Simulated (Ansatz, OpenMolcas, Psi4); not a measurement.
# How methods differ on CuF (fluorocopper)

CuF: 2 atoms, total charge 0, spin state singlet. SMILES: `[F][Cu]`. Geometry: relaxed at PBE0-D4/def2-TZVP.

| atom | x (Å) | y (Å) | z (Å) |
| --- | --- | --- | --- |
| F | 0.7510 | -0.2689 | 0.3771 |
| Cu | -0.7510 | 0.2689 | -0.3771 |

Each level gives the HOMO–LUMO gap (eV). The values are calculated.

```
               level                    kind     program  value (eV)  CPU time
     BLYP/def2-TZVPP                     GGA      Ansatz        1.83       4 s
   revPBE/def2-TZVPP                     GGA  OpenMolcas        1.93      20 s
    M06-L/def2-TZVPP                meta-GGA  OpenMolcas        2.65      23 s
     TPSS/def2-TZVPP                meta-GGA  OpenMolcas        2.07      23 s
    BHLYP/def2-TZVPP           global hybrid  OpenMolcas        6.93      18 s
     PBE0/def2-TZVPP           global hybrid      Ansatz        4.49       5 s
CAM-B3LYP/def2-TZVPP  range-separated hybrid      Ansatz        6.93     5.6 s
    HSE06/def2-TZVPP  range-separated hybrid        Psi4        3.72      65 s
```

The values span 1.83 to 6.93 eV. Orbital gaps aren't excitation energies; they tend to grow with the share of exact exchange. CPU times are rough (shared hosts, several kinds of processor and program).

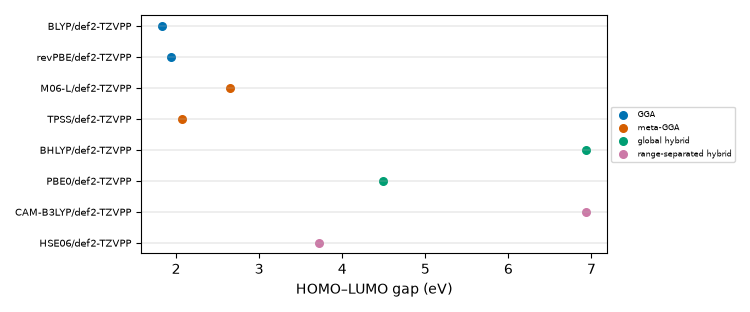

The values of the table, level by level.
